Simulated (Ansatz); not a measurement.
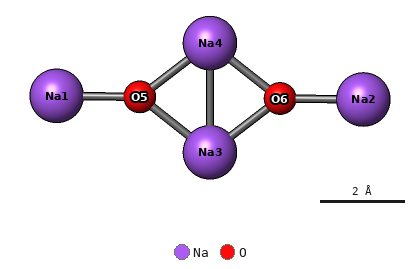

*The input geometry (ball-and-stick view, seen on its broad side; atoms are numbered from 1 in the order of the input). Sticks mark near contacts.*

## Run report: Na$_{4}$O$_{2}$, single-point calculation

Na$_{4}$O$_{2}$, computed with RKS LC-wPBE/def2-mTZVPP (Ansatz 0.2.0).

The geometry comes from this level: r2SCAN-D4/def2-SVP. Figures and captions count atoms from 1; the log counts them from 0 in places.

**Log**
```
Functional definition: LC-wPBE
  name "LC-wPBE"
  cite "Vydrov & Scuseria, J. Chem. Phys. 125, 234109 (2006) doi:10.1063/1.2409292"
  cite "Heyd & Scuseria, J. Chem. Phys. 120, 7274 (2004) doi:10.1063/1.1668634"
  cite "Ernzerhof & Perdew, J. Chem. Phys. 109, 3313 (1998) doi:10.1063/1.476928"
  cite "Perdew, Burke & Ernzerhof, Phys. Rev. Lett. 77, 3865 (1996) doi:10.1103/PhysRevLett.77.3865"
  parent pbe
  parameter omega = 0.4/bohr
  exchange = pbe_x_sr(omega) + exact_x_lr(omega)
  correlation = pbe_c
1026 factors; their error is unknown
470 factors; integrals over basis functions are off by at most 2.8e-5 eV
mean field evaluation 1: about -21724.8887 eV, gradient 1.2e2 eV
mean field evaluation 2: about -21297.1554 eV, gradient 2.2e2 eV
mean field evaluation 4: about -21749.1400 eV, gradient 2.8e1 eV
mean field evaluation 8: about -21751.3595 eV, gradient 1.1e0 eV
mean field evaluation 16: about -21751.3304 eV, gradient 2.2e-3 eV
mean field -21751.33036173 eV, -799.3466472124 hartree, gradient 3.2e-5 eV, S^2 0.000000; 0 other end points of the search recorded, 0 dependent functions left out
the calculation of the forces begins
reference -21751.33036174 eV, -799.3466472126 hartree; 30, 30 occupied and 74, 74 virtual orbitals, 1026 factors
Total energy: -21751.33036174 eV, -799.3466472126 hartree
Atom 0 at     2.741199    -0.810488     2.338771 Å, force    -0.104045     0.031308    -0.090362 eV/Å
Atom 1 at    -2.749399     0.807618    -2.330210 Å, force     0.105684    -0.031012     0.089421 eV/Å
Atom 2 at    -0.002417    -1.239862    -0.426800 Å, force     0.000289     0.113132     0.038790 eV/Å
Atom 3 at     0.007135     1.241544     0.421855 Å, force    -0.000448    -0.113409    -0.038559 eV/Å
Atom 4 at     1.260051    -0.368451     1.063035 Å, force     0.247017    -0.073165     0.211611 eV/Å
Atom 5 at    -1.256580     0.369640    -1.066651 Å, force    -0.248497     0.073146    -0.210902 eV/Å
Dipole moment:    -0.006875    -0.002355     0.007146 e Å
```

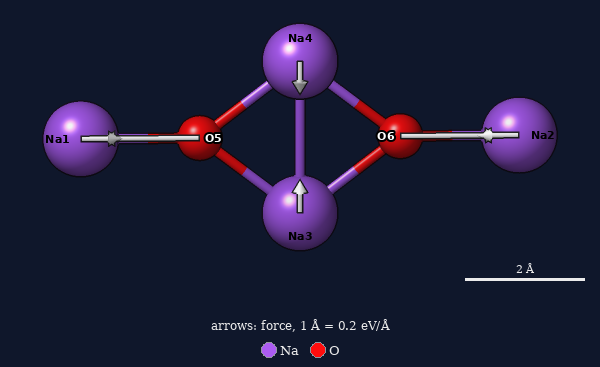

*Forces on the atoms as white arrows (ball-and-stick view, seen at a tilt; atoms are numbered from 1 in the order of the input).*

The largest act on O5, O6 (0.33 eV/Å); Na1, Na2 (0.14 eV/Å); Na3, Na4 (0.12 eV/Å). The geometry is not a stationary point of this energy.

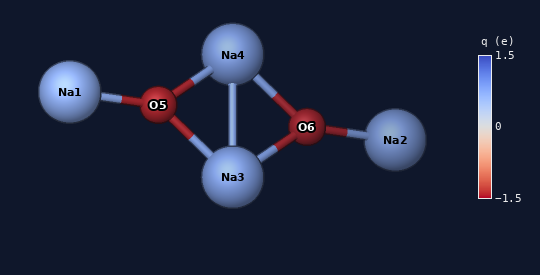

*Mulliken charges, as the colour of each atom (ball-and-stick view, seen at a tilt; atoms are numbered from 1 in the order of the input; Mulliken charges depend strongly on the basis).*

By element: Na +0.68 to +0.72 and O −1.40 e.

The run was set up as follows.

**The input**
```yaml
crystal:
  periodic: [false, false, false]
  atoms:
    - {symbol: Na, position_ang: [2.741199, -0.810488, 2.338771]}
    - {symbol: Na, position_ang: [-2.749399, 0.807618, -2.330210]}
    - {symbol: Na, position_ang: [-0.002417, -1.239862, -0.426800]}
    - {symbol: Na, position_ang: [0.007135, 1.241544, 0.421855]}
    - {symbol: O, position_ang: [1.260051, -0.368451, 1.063035]}
    - {symbol: O, position_ang: [-1.256580, 0.369640, -1.066651]}
basis:
  gaussian: {orbitals: def2-mTZVPP}
hamiltonian: {xc: {name: LC-wPBE}}
output: {forces: true}
```

Launched with:
```bash
ansatz run in.yaml --threads 4 --pin off --events-out ev --progress --plain --max-ram 3916MiB
```

**Key numbers**

- outcome: converged
- total energy: −21751.3304 eV
- SCF solution under orbital rotations: stable
- largest force (length of the vector): 0.334 eV/Å
- dipole moment: 0.05 D
- hardware: 4 threads of Arm Neoverse V2, 95 GiB of memory available, shared host
- wall time: 1.8 s (CPU time 6.5 s)
- peak memory: 0.39 GiB
